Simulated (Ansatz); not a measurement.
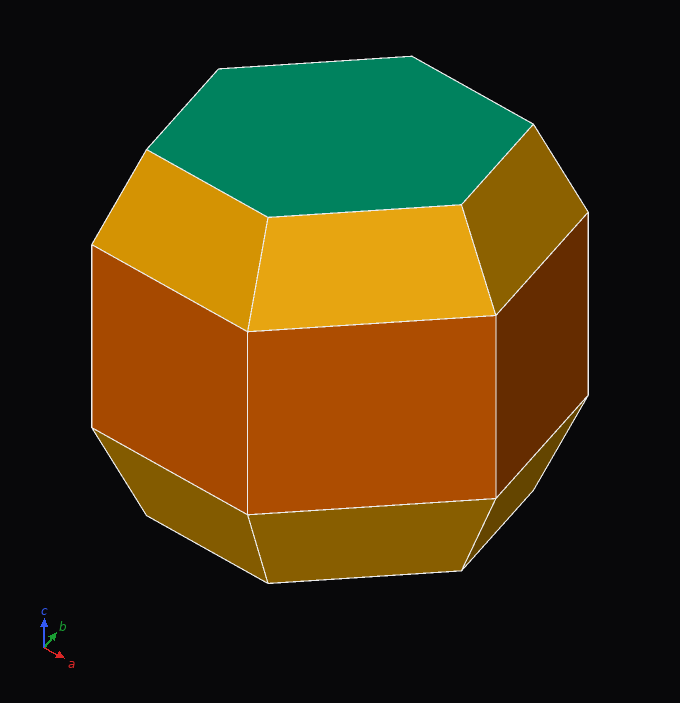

The shape was computed with the Donnay–Harker form of the Bravais–Friedel law: planes with larger spacing d grow more slowly and so show as larger faces; centring, glide planes and screw axes halve or divide d. Faces of one form share a colour. Cell of PtSe: space group P6_3mc (No. 186), a = 3.850 Å, b = 3.850 Å, c = 7.096 Å, α = 90.00°, β = 90.00°, γ = 120.00°. Origin: coordinates from a relaxation with Ansatz 0.2.0, DFT, PBE, PAW with Ansatz's default frozen-core files, scalar-relativistic; the starting structure was generated, so it need not be a known form of this composition. Forms under 0.4 % of the area are left out. Forms are taken in the Laue class: a face and its opposite count as one form.

Q: Give the Miller indices of each colour.

A: orange: {100} (d = 3.33 Å, 38 % of the area); yellow: {101} (d = 3.02 Å, 37 % of the area); teal: {002} (d = 3.55 Å, 25 % of the area).
